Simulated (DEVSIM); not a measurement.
Device: abrupt Ge p-n junction, at 400 K.

```csv
layer (left to right),material,thickness (μm),Nd (cm⁻³),Na (cm⁻³),τn (s),τp (s)
1,Ge,27.0,-,2.4e16,1.7e-6,1.7e-6
2,Ge,94.0,3.1e15,-,1.7e-6,1.7e-6
```

Left contact: ohmic. Right contact: ohmic. Voltage is applied to the left contact. Recombination: SRH at mid-gap, radiative. Mobility is constant in doping.

This is a model device: material constants are rounded textbook-type values typed into the input, and sizes, dopings and lifetimes were drawn at random. Values at 300 K; Nc and Nv go as T^1.5, mobilities as T to minus their exponent, the gap by Varshni's rule with the affinity fixed.

```csv
parameter,Ge
gap (eV),0.664
affinity (eV),4
permittivity,16
Nc (cm⁻³),1.04e19
Nv (cm⁻³),6e18
μn (cm²/Vs),3900
μp (cm²/Vs),1900
T exponent of μn,1.66
T exponent of μp,2.33
B (cm³/s),6.4e-14
Varshni α (eV/K),0.000477
Varshni β (K),235
```

Model (solved in DEVSIM): 1D drift-diffusion, Boltzmann statistics, complete ionisation; no tunnelling, impact ionisation, image-force lowering or self-heating.

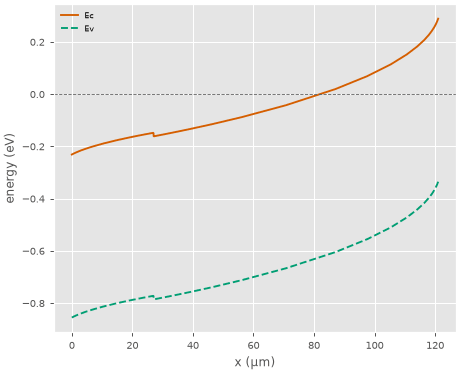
Figure. Band edges at 0.65 V on the left contact

Energies count from the Fermi level of the right contact; mesh points crowd at the junctions.

| x (μm) | Ec (eV) | Ev (eV) | n (cm⁻³) | p (cm⁻³) | field (V/cm) |
|---|---|---|---|---|---|
| 0.000 | -0.231 | -0.855 | 8.4e13 | 2.4e16 | 61 |
| 0.05760 | -0.231 | -0.855 | 2.0e14 | 2.4e16 | 61 |
| 0.2421 | -0.230 | -0.854 | 5.4e14 | 2.5e16 | 60 |
| 0.8796 | -0.226 | -0.850 | 1.7e15 | 2.6e16 | 55 |
| 4.588 | -0.209 | -0.833 | 6.8e15 | 3.1e16 | 40 |
| 15.06 | -0.176 | -0.800 | 1.6e16 | 4.0e16 | 26 |
| 23.35 | -0.156 | -0.780 | 2.1e16 | 4.5e16 | 22 |
| 26.30 | -0.149 | -0.773 | 2.3e16 | 4.7e16 | 21 |
| 26.81 | -0.148 | -0.772 | 2.3e16 | 4.7e16 | 21 |
| 26.96 | -0.149 | -0.773 | 2.4e16 | 4.6e16 | -440 |
| 27.00 | -0.156 | -0.780 | 3.0e16 | 3.7e16 | -2500 |
| 27.13 | -0.161 | -0.785 | 3.5e16 | 3.2e16 | 14 |
| 27.49 | -0.160 | -0.784 | 3.5e16 | 3.2e16 | 22 |
| 28.65 | -0.158 | -0.782 | 3.5e16 | 3.1e16 | 22 |
| 35.53 | -0.142 | -0.766 | 3.3e16 | 3.0e16 | 24 |
| 56.06 | -0.088 | -0.712 | 2.7e16 | 2.4e16 | 29 |
| 97.52 | 0.069 | -0.555 | 1.5e16 | 1.2e16 | 52 |
| 114.1 | 0.183 | -0.441 | 9.0e15 | 5.9e15 | 98 |
| 119.7 | 0.256 | -0.368 | 5.2e15 | 2.2e15 | 200 |
| 120.6 | 0.278 | -0.346 | 4.2e15 | 1.1e15 | 280 |
| 120.9 | 0.286 | -0.338 | 3.8e15 | 7.1e14 | 320 |
| 121.0 | 0.289 | -0.335 | 3.7e15 | 5.6e14 | 330 |
